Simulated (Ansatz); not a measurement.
# MP2/cc-pVDZ run of C2H6Si (SMILES CC[SiH])

What is the vertical singlet–triplet gap of C2H6Si at MP2/cc-pVDZ? 

Program for the calculation: Ansatz 0.2.0.

60 further runs of the same task are left out: 60 set aside as unsound or not needed.

## Step 1: The system as given

C2H6Si has 9 atoms, charge 0, and is taken as a singlet. SMILES: `CC[SiH]`. The shape is that of a PBE0-D4/def2-TZVP optimisation. This is one conformer, not always the lowest.

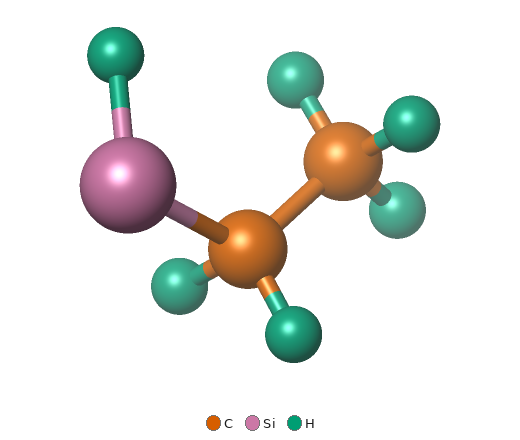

Viewed from a chosen angle; carbon orange, silicon pink, hydrogen teal.

## Step 2: A single-point energy at MP2/cc-pVDZ

The input, molecule.yaml:

```yaml
crystal:
  periodic: [false, false, false]
  atoms:
    - {symbol: C, position_ang: [-0.593600, 0.495600, -0.562700]}
    - {symbol: C, position_ang: [0.423400, -0.563800, -0.158900]}
    - {symbol: Si, position_ang: [1.475100, -0.358700, 1.398700]}
    - {symbol: H, position_ang: [-1.208900, 0.173100, -1.407700]}
    - {symbol: H, position_ang: [-0.098000, 1.423000, -0.860500]}
    - {symbol: H, position_ang: [-1.258400, 0.736300, 0.269500]}
    - {symbol: H, position_ang: [1.051000, -0.864800, -1.004300]}
    - {symbol: H, position_ang: [-0.103000, -1.497700, 0.133400]}
    - {symbol: H, position_ang: [0.401100, 0.410600, 2.175300]}
basis:
  gaussian:
    orbitals: cc-pVDZ
correlation:
  method: mp2
  frozen_orbitals: {C: 1, H: 0, Si: 5}
accuracy: high
```

Command:

```console
$ ansatz run molecule.yaml --threads 1 --pin off --max-ram 3480MiB --events-out events.jsonl --progress --plain --runs-dir runs
```

Output:

```text
Warning: RAYON_NUM_THREADS=1 ignored (pool sized by the plan → 1); use --threads N
Functional definition: HF
  name "HF"
  exchange = exact_x
  correlation = 0
1848 factors; integrals over basis functions are off by at most 3.7e-9 eV
mean field evaluation 1: about -10014.4245 eV, gradient 2.5e1 eV
mean field evaluation 2: about -10014.4289 eV, gradient 2.5e1 eV
mean field evaluation 4: about -10016.4341 eV, gradient 2.8e0 eV
mean field evaluation 8: about -10016.4692 eV, gradient 1.3e-4 eV
mean field -10016.46916955 eV, -368.0984525744 hartree, gradient 5.2e-8 eV, S^2 0.000000; 0 other end points of the search recorded, 0 dependent functions left out; unrestricted orbitals would lower it
mean field evaluation 16: about -10016.5435 eV, gradient 9.5e-2 eV
7 core orbitals not correlated: weight in the atoms' cores, before any rotation towards them, 1.000 or more for the frozen orbitals, at most 0.000 for the correlated occupied ones
reference -10016.46916955 eV, -368.0984525744 hartree; 9, 9 occupied and 60, 60 virtual orbitals, 1848 factors
second order -10.23535783 eV of doubles, -0.00000000 eV of singles
Total energy: -10026.70452739 eV, -368.4745950370 hartree
```

Run time: 2.3 s. Hardware: 1 thread of Arm Neoverse V1, shared host; peak memory 0.18 GiB.

## Step 3: The triplet

molecule.yaml, as its differences from that of step 2:

```diff
@@ -15,2 +15,5 @@
     orbitals: cc-pVDZ
+magnetization:
+  spin_polarized: true
+  initial_magnetization: 2
 correlation:
```

Command:

```console
$ ansatz run molecule.yaml --threads 1 --pin off --max-ram 3480MiB --events-out events.jsonl --progress --plain --runs-dir runs
```

Output:

```text
Warning: RAYON_NUM_THREADS=1 ignored (pool sized by the plan → 1); use --threads N
[... 4 set-up lines as earlier in the session ...]
1848 factors; integrals over basis functions are off by at most 3.7e-9 eV
mean field evaluation 1: about -10013.1340 eV, gradient 1.8e1 eV
mean field evaluation 2: about -10013.2213 eV, gradient 1.8e1 eV
mean field evaluation 4: about -10015.6083 eV, gradient 2.8e0 eV
mean field evaluation 8: about -10015.7265 eV, gradient 2.1e-1 eV
mean field evaluation 16: about -10015.7283 eV, gradient 1.2e-8 eV
mean field -10015.72826067 eV, -368.0712246752 hartree, gradient 4.9e-8 eV, S^2 2.004307; 0 other end points of the search recorded, 0 dependent functions left out
7 core orbitals not correlated: weight in the atoms' cores, before any rotation towards them, 1.000 or more for the frozen orbitals, at most 0.000 for the correlated occupied ones
reference -10015.72826067 eV, -368.0712246752 hartree; 10, 8 occupied and 59, 61 virtual orbitals, 1848 factors
second order -9.81330304 eV of doubles, -0.00000000 eV of singles
Total energy: -10025.54156371 eV, -368.4318569101 hartree
```

It took 2.6 s on 1 thread of Arm Neoverse V1, shared host; peak memory 0.22 GiB.

## Step 4: Results

Level: MP2/cc-pVDZ, 7 core orbitals frozen.

```
                                            quantity          value
                               singlet: total energy  -368.47460 Eh
singlet: correlation energy (7 core orbitals frozen)     -376.1 mEh
                               triplet: total energy  -368.43186 Eh
triplet: correlation energy (7 core orbitals frozen)     -360.6 mEh
          triplet: ⟨S²⟩ of the reference determinant          2.004
    vertical energy of the triplet above the singlet       1.163 eV
```

**Reading.** At this shape the triplet lies 1.16 eV (27 kcal/mol) above the singlet. The restricted solution (singlet) is unstable to spin breaking: an unrestricted one lies lower.
